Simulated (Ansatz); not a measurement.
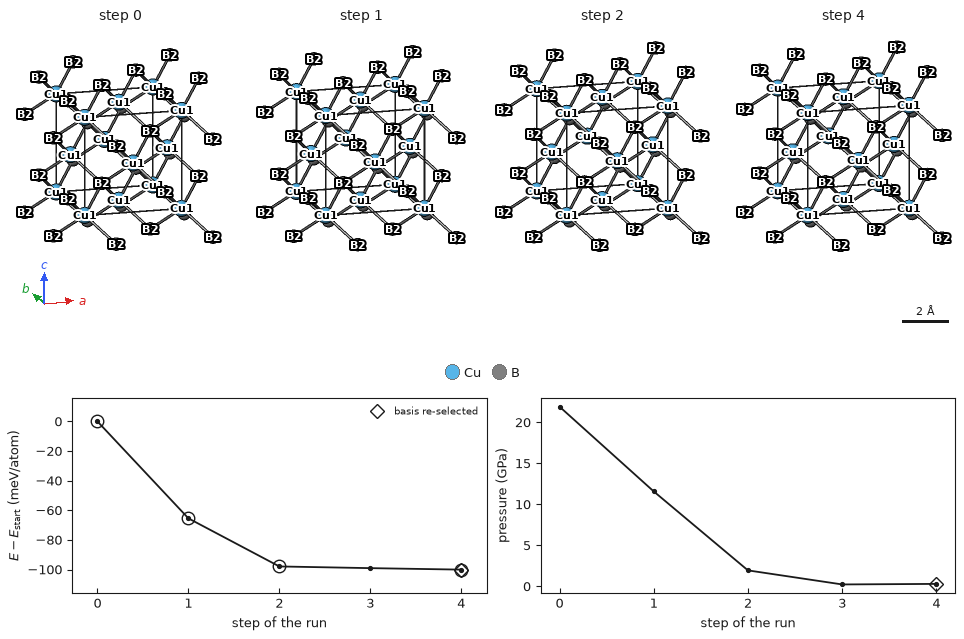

Frames of a relaxation of a crystal of CuB (built on the zinc blende_216 type) (coarse preliminary run), marked on the history of the run. The picture is a ball-and-stick view of the conventional cell (4 times the calculation's cell), seen slightly off an axis. Lengths and directions refer to the drawn axes.

Case: zinc blende type (F-43m, No. 216).

Method: DFT r2SCAN, scalar-relativistic, plane waves, PAW (Ansatz). Set-up: plane-wave cutoff 500 eV; k-point mesh 6 × 6 × 6; occupations gaussian; smearing width 0.1 eV; no spin polarisation; cell and atoms relaxed; force threshold 0.04 eV/Å; at most 70 steps.

### What happens along the run?

After 3 accepted moves (4 points after the start) the energy has fallen by 100 meV per atom. All forces vanish by symmetry, so only the cell relaxes. The pressure goes from 21.92 to 0.30 GPa. The SCF was repeated once at an unchanged geometry on a basis and grid sized afresh for the cell, which shifted the energy by 1.0 meV per atom at most. No atom moves by more than 0.005 Å relative to the cell. Cell: a = b = c 4.414 → 4.627 Å (+4.8 %). Volume +15.1 %. Among the contacts that change: Cu1–B2 1.911 → 2.003 Å. The space group stays F-43m (No. 216). From step 0 to 1: volume +5.9 %, energy −65.4 meV per atom. From step 1 to 2: volume +7.1 %, energy −32.5 meV per atom. From step 2 to 4: volume +1.5 %, energy −2.1 meV per atom.

```
step  E − E(0), meV/atom  pressure, GPa  volume, Å³/atom                      note
   0                0.00          21.92           10.753                          
   1              -65.44          11.58           11.391                          
   2              -97.92           1.95           12.200                          
   3              -99.07           0.24           12.379                          
   4             -100.07           0.30           12.379  same geometry, new basis
```
